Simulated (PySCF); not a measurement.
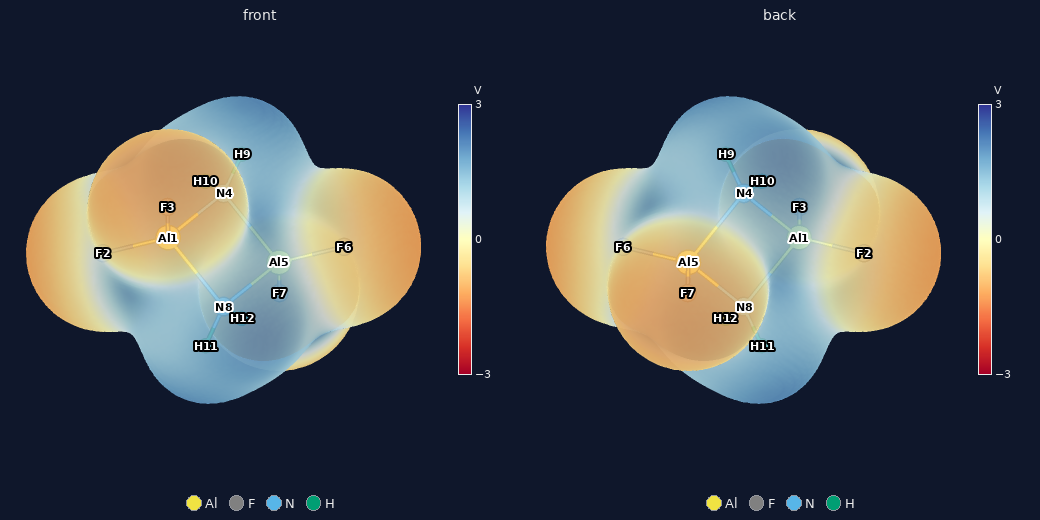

Figure 1: Al2F4H4N2. The molecular electrostatic potential painted on the density surface at 0.001 e/bohr³, seen from the front and from behind; red is negative and blue positive.

Geometry: PBE0-D3(BJ)/def2-SVP.

Computed with PySCF 2.14.0, PBE0/pcSseg-1 Al:pcSseg-2, SCF density, gas phase, non-relativistic.

Input file:

```
{"job": {"kind": "nmr", "xc": "PBE0", "basis": {"default": "pcSseg-1", "Al": "pcSseg-2"}}, "charge": 0, "multiplicity": 1}
Al     0.744222    -0.566737     1.035758
F      2.135470     0.187896     1.553343
F      0.223470    -1.985908     1.734398
N      0.736165    -0.710397    -0.896027
Al    -0.723334     0.552556    -1.025880
F     -2.116141    -0.194848    -1.550076
F     -0.204957     1.972980    -1.724162
N     -0.715866     0.695180     0.904946
H      0.531350    -1.644939    -1.254484
H      1.601705    -0.403856    -1.345501
H     -0.516131     1.629945     1.265684
H     -1.580484     0.385386     1.353000
```

Launched as:

```sh
OMP_NUM_THREADS=1 python probes_run.py task.json out
```

Q: Which sites attract a positive test charge, and which a negative one?

A: A positive charge is drawn to the negative regions and a negative charge to the positive ones. The most negative region (about −1.2 V) lies over F2, F3, F6 and F7, the most positive (about +2.0 V) over H9, H10, H11 and H12.

Q: What dipole moment does the calculation give?

A: Its dipole moment is 0.04 D.
